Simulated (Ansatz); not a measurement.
# H4SSi: the cost of one run

Program: Ansatz 0.2.0, Gaussian basis. Level of theory: PBE0-D4/def2-TZVP structures, single points in def2-TZVPP, no counterpoise correction. These are calculated values, not measurements.

Levels: SPW92, PBE-D4, BLYP-D4, r2SCAN-D4, B97M-V, PBE0-D4, B3LYP-D4, r2SCAN0-D4, BHLYP-D4, CAM-B3LYP-D4, wB97X-V, wB97M-V, B2PLYP, PBE-QIDH, RPA on PBE, Hartree-Fock, MP2, CCSD, CCSD(T).

Cores are frozen in the correlated methods. B3LYP uses VWN-RPA correlation. B2PLYP carries no dispersion term here.

94 further runs of the same task are left out: 94 set aside as unsound or not needed. Runs told in other sessions of the task aren't counted.

## 1. The system as given

The complex: 10 atoms, charge 0, spin multiplicity 1.

Atoms are counted from 1 here; the program's logs count them from 0.

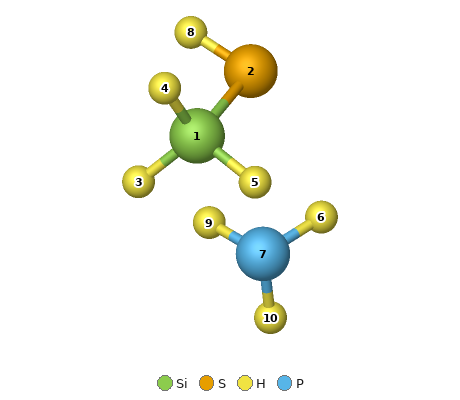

The starting geometry (silicon green, sulfur amber, hydrogen yellow, phosphorus blue); atoms are numbered from 1 in the order of the file.

Coordinates:

```
Si   -0.9123    1.4756   -0.4775
S     0.2487    1.3125    1.3153
H    -0.1855    0.9351   -1.6530
H    -1.2573    2.8969   -0.7398
H    -2.1420    0.6926   -0.2209
H     0.5490   -2.2632    1.4088
P     0.2960   -2.0775    0.0262
H     1.2251    2.1314    0.8885
H     1.6240   -1.6658   -0.2518
H     0.5542   -3.4376   -0.2958
```

Its parts: SiH₄S holds atoms 1, 2, 3, 4, 5, 8; PH₃ holds atoms 6, 7, 9, 10. Each part counts its atoms afresh in its own runs.

## 2. Relaxing SiH₄S alone

The input, relax-a/in.yaml:

```yaml
crystal:
  periodic: [false, false, false]
  atoms:
    - {symbol: Si, position_ang: [-0.912278, 1.475599, -0.477521]}
    - {symbol: S, position_ang: [0.248748, 1.312502, 1.315316]}
    - {symbol: H, position_ang: [-0.185543, 0.935145, -1.653029]}
    - {symbol: H, position_ang: [-1.257259, 2.896936, -0.739845]}
    - {symbol: H, position_ang: [-2.141976, 0.692553, -0.220864]}
    - {symbol: H, position_ang: [1.225079, 2.131412, 0.888550]}
basis:
  gaussian: {orbitals: def2-TZVP}
hamiltonian: {xc: pbe0, dispersion: d4}
relax: {f_tol: 0.005, max_steps: 200}
```

Launch:

```sh
$ ansatz run in.yaml --threads 4 --pin off --events-out ev --progress --plain --max-ram 9574MiB
```

**Question.** How long does this run take on 4 threads of Intel Xeon at 2.50GHz, shared host?

About 7 s.
